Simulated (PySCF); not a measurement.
**C5H8AlClO: density, localisation and related maps**

The calculation's input:

```
{"job": {"kind": "uv", "xc": "CAM-B3LYP", "basis": "def2-SVPD", "nstates": 8, "ntriplets": 3}, "charge": 0, "multiplicity": 1}
C      3.268262    -0.992803    -0.274481
O      2.062854    -0.506319     0.231473
Al     0.689543     0.151605     0.855840
C     -0.923511     0.482504    -0.346017
C     -2.215353     1.338991    -0.173364
C     -2.711662     0.280123     0.780892
C     -1.621515    -0.453503     0.580775
Cl    -0.779990    -1.749213     1.326995
H      3.633515    -0.333580    -1.065173
H      4.015936    -1.035200     0.520513
H      3.128819    -1.996480    -0.684045
H      0.710207     0.761884     2.254480
H     -0.819345     0.088062    -1.366794
H     -2.053307     2.302851     0.303886
H     -2.801682     1.468684    -1.081286
H     -3.590371     0.201336     1.392378
```

Command:

```sh
OMP_NUM_THREADS=1 python probes_run.py task.json out
```

Geometry: GFN2-xTB.

The calculation used CAM-B3LYP/def2-SVPD, SCF density, gas phase in PySCF 2.14.0.

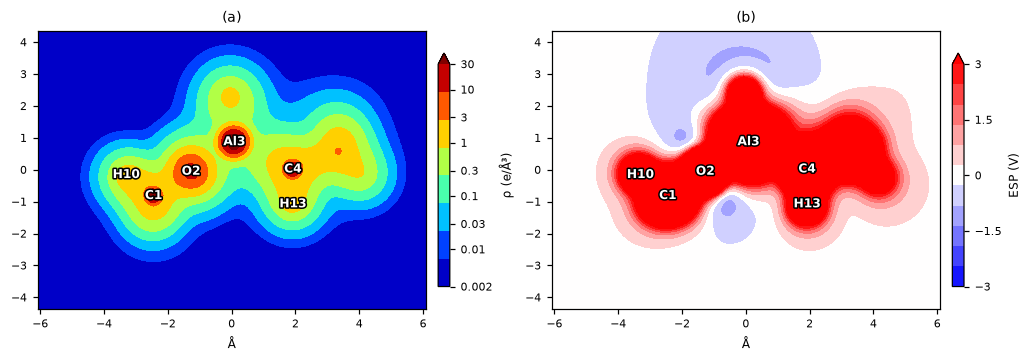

Figure 1. (a) electron density; (b) electrostatic potential on the plane of atoms O2, Al3 and C4.

### What do the fields say about this system?

Atoms in the plane: C, O, Al and H. C–O (1.39 Å): the density is about 2.1 e/Å³ at the midpoint, with its minimum of 1.7 e/Å³ about 0.5 Å from C. Al–O (1.65 Å): ρ at the midpoint is about 0.86 e/Å³. C–Al (2.04 Å): ρ is about 0.61 e/Å³ halfway. C–H (1.09 Å): the density is about 2 e/Å³ at the midpoint. Outside the dense part of the molecule the potential is most negative (−1.0 V) near O2.

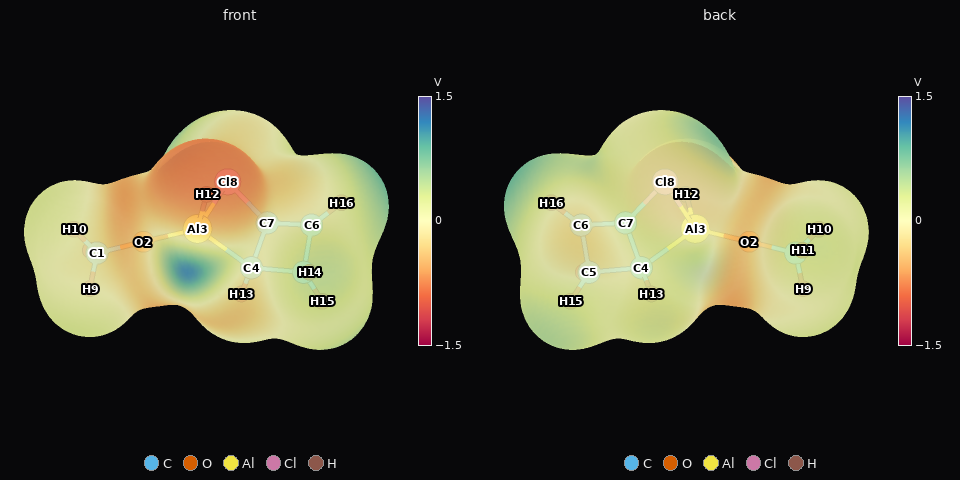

Figure 2. The electrostatic potential painted on the density surface at 0.001 e/bohr³, seen from the front and from behind; red is negative and blue positive.

### Which sites attract a positive test charge, and which a negative one?

A positive charge is drawn to the negative regions and a negative charge to the positive ones. The most negative region (about −0.8 V) lies over H12, the most positive (about +1.0 V) over Al3.

### How polar is the molecule by this calculation?

Its dipole moment is 1.32 D.
